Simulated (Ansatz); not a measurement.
System: Er₄Cl.

Input

```
crystal:
  lattice:
    - [5.069627, 0.0, 0.0]
    - [-2.5348135, 4.3904257697, 0.0]
    - [0.0, 0.0, 8.7433991974]
  atoms:
    - { symbol: Er, position: [0.3333333333, 0.6666666667, 0.0] }
    - { symbol: Er, position: [0.6666666667, 0.3333333333, 0.0] }
    - { symbol: Er, position: [0.0, 0.0, 0.7186521572] }
    - { symbol: Er, position: [0.0, 0.0, 0.2813478428] }
    - { symbol: Cl, position: [0.0, 0.0, 0.0] }
basis:
  ecutwfc: 770
kpoints:
  mp_grid: { grid: [12, 12, 4] }
hamiltonian:
  xc: pbe
  pseudopotentials:
    kind: paw
    azcp: { Er: "pseudopotentials/pbe/nc/lanthanide_3plus/Er.nc.azcp" }
scf:
  occupations: { method: gaussian, width: 0.1 }
output:
  forces: true
  stress: true
  eigenvalues: true
  write_density: true
  write_potential: true
  elf: true
  volumetric_format: npy
relax:
  adjacent_minimum: "off"
  f_tol: 0.01
  max_steps: 80
  cell: { stress_tol: 0.05 }
```

Run with:

```sh
ansatz run input.yaml --threads 1 --pin off --max-ram 2560MiB --backend cpu --events-out ev --progress --plain --runs-dir out
```

Below, planes, directions and counts refer to the conventional cell (a = 5.08 Å, b = 5.08 Å, c = 8.80 Å, α = 90.00°, β = 90.00°, γ = 120.00°).

The fields are those of the run's last geometry, not of the input's.

Space group P6/mmm; a structure generated by program, which may or may not match a known phase; computed without spin polarisation; no Hubbard U on the f states and no spin–orbit coupling.

These are results of DFT PBE, scalar-relativistic, plane waves, PAW; 4f electrons in the core of a trivalent norm-conserving potential (Ansatz), not measurements.

What can the converged valence pseudo-density and electron localisation function tell about the bonding?

Er–Cl (2.47 Å): ρ at the midpoint is about 0.43 e/Å³; the ELF peaks at about 0.85 in the valence shell of Cl, 0.8 Å from its nucleus, and is about 0.20 at the midpoint: no localised pair shows between them.

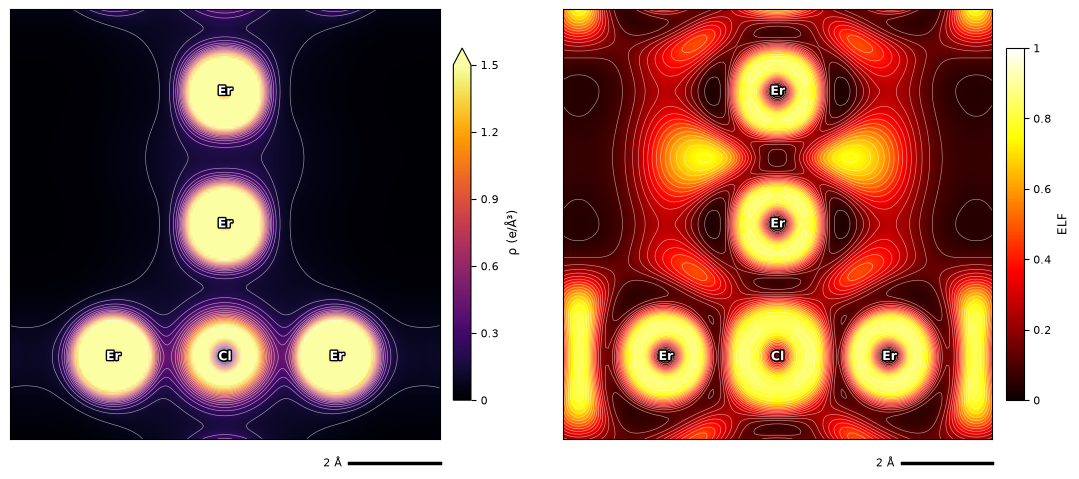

Computed valence pseudo-density and electron localisation function on the (110) plane of the conventional cell, in this order. 

Core electrons are replaced by pseudopotentials, and the valence fields are smoothed inside the atomic spheres.
